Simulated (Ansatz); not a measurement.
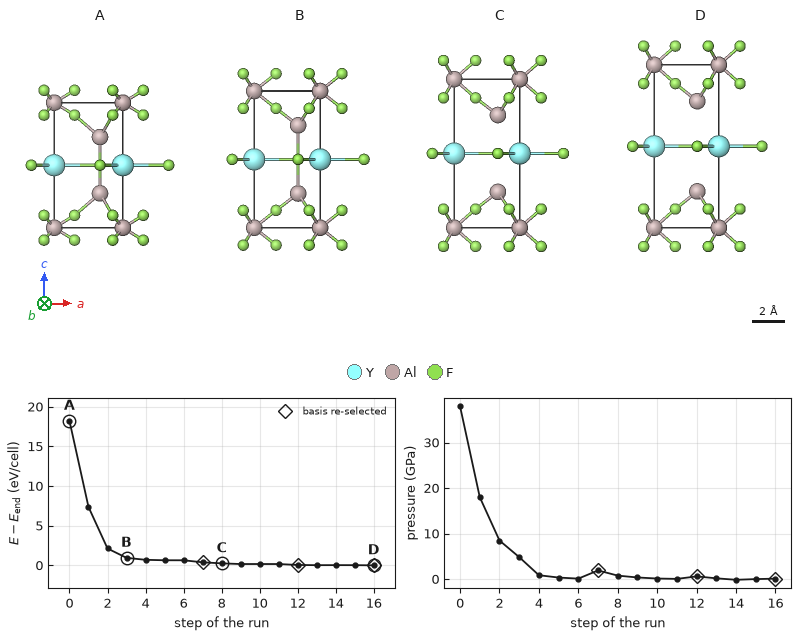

Frames of a relaxation of a crystal of YAl$_{3}$F$_{7}$ (a generated structure, set up in P-6m2) (coarse preliminary run), marked on the history of the run. A ball-and-stick model of the cell of the calculation, seen along the b axis.

The calculation used DFT PBE, scalar-relativistic, plane waves, PAW (Ansatz 0.2.0).

Input file:
```yaml
crystal:
  lattice:
    - [5.10458187, 0.0, 0.0]
    - [-2.55229094, 4.42069758, 0.0]
    - [0.0, 0.0, 8.04677305]
  atoms:
    - { symbol: "Y", position: [0.0, 0.0, 0.5] }
    - { symbol: Al, position: [0.66666667, 0.33333333, 0.7249647] }
    - { symbol: Al, position: [0.66666667, 0.33333333, 0.2750353] }
    - { symbol: Al, position: [0.0, 0.0, 0.0] }
    - { symbol: F, position: [0.66666667, 0.33333333, 0.5] }
    - { symbol: F, position: [0.2963871, 0.14819355, 0.90095173] }
    - { symbol: F, position: [0.85180645, 0.14819355, 0.90095173] }
    - { symbol: F, position: [0.85180645, 0.7036129, 0.90095173] }
    - { symbol: F, position: [0.2963871, 0.14819355, 0.09904827] }
    - { symbol: F, position: [0.85180645, 0.14819355, 0.09904827] }
    - { symbol: F, position: [0.85180645, 0.7036129, 0.09904827] }
basis:
  ecutwfc: 420
kpoints:
  mp_grid: { grid: [6, 6, 2] }
hamiltonian:
  xc: pbe
scf:
  occupations: { method: gaussian, width: 0.1 }
  lower_state_search: "off"
output:
  forces: true
  stress: true
  eigenvalues: true
relax:
  adjacent_minimum: "off"
  f_tol: 0.04
  max_steps: 70
  cell: { stress_tol: 0.4 }
```

Launched with:
```bash
ansatz run input.yaml --threads 1 --pin off --max-ram 2560MiB --backend cpu --events-out ev --progress --plain --runs-dir out
```

Describe the path.

Over 13 accepted moves (16 points after the start) the energy falls by 18.214 eV per cell of the calculation. Largest force component: 18 eV/Å at the start, 0.0072 eV/Å at the end. Pressure: 37.94 GPa at the start and 0.10 GPa at the end. The SCF was repeated 3 times at an unchanged geometry on a basis and grid sized afresh for the cell, which shifted the energy by 0.257 eV per cell of the calculation at most. The largest moves relative to the cell, 0.54 Å, are those of Al2 and Al3. Al2 goes along +c. By element the largest moves are Al 0.54 Å, F 0.21 Å. Y stays in place. The drawn cell changes as follows: a = b 5.105 → 4.802 Å (−5.9 %), c 8.047 → 10.482 Å (+30.3 %); the volume changes by +15.3 %. Near-neighbour distances that change, for instance: Al2–F5 1.810 → 2.902 Å, F6–F9 1.594 → 2.412 Å, Al2–F6 2.164 → 1.808 Å, Al4–F10 1.534 → 1.820 Å. Bonds break: Al2–F5 (1.81 → 2.90 Å), Al3–F5 (1.81 → 2.90 Å). Among the angles between lasting bonds that change: F6–Al4–F9 62.6° → 83.0°, F6–Al4–F7 95.4° → 80.9°, Al2–F6–Al4 170.4° → 177.3°. The space group stays P-6m2 (No. 187). The run took 5.2 min on 1 thread of Arm Neoverse N1 (shared host), peak memory 0.45 GiB. From step 0 to 3: F atoms move most (0.29 Å), volume +0.6 %, energy −17.268 eV per cell of the calculation. From step 3 to 8: Al atoms move most (0.09 Å), volume +7.5 %, energy −0.695 eV per cell of the calculation. From step 8 to 16: Al atoms move most (0.19 Å), volume +6.5 %, energy −0.252 eV per cell of the calculation.

| step | E − E(0), meV/atom | largest force component, eV/Å | pressure, GPa | volume, Å³/atom | note |
| --- | --- | --- | --- | --- | --- |
| 0 | 0.00 | 18.0273 | 37.94 | 16.507 |  |
| 1 | -986.78 | 8.0937 | 18.00 | 16.132 |  |
| 2 | -1462.51 | 2.9125 | 8.47 | 16.170 |  |
| 3 | -1569.80 | 0.6119 | 4.83 | 16.614 |  |
| 4 | -1592.37 | 0.3008 | 0.85 | 17.372 |  |
| 5 | -1597.48 | 0.1318 | 0.34 | 17.276 |  |
| 6 | -1597.74 | 0.0069 | 0.10 | 17.318 |  |
| 7 | -1621.08 | 0.0070 | 1.90 | 17.318 | same geometry, new basis |
| 8 | -1632.96 | 0.1011 | 0.76 | 17.866 |  |
| 9 | -1640.78 | 0.0550 | 0.35 | 18.320 |  |
| 10 | -1640.59 | 0.0713 | 0.12 | 18.535 |  |
| 11 | -1640.85 | 0.0169 | 0.05 | 18.504 |  |
| 12 | -1651.44 | 0.0166 | 0.59 | 18.504 | same geometry, new basis |
| 13 | -1653.78 | 0.0185 | 0.17 | 18.859 |  |
| 14 | -1653.33 | 0.0641 | -0.16 | 19.112 |  |
| 15 | -1653.65 | 0.0072 | 0.00 | 19.034 |  |
| 16 | -1655.83 | 0.0072 | 0.10 | 19.034 | same geometry, new basis |

Limits of the set-up: the k-point mesh is coarse for a cell with partly filled bands; an odd number of electrons was run without spin polarisation, which fails if the electron would localise.
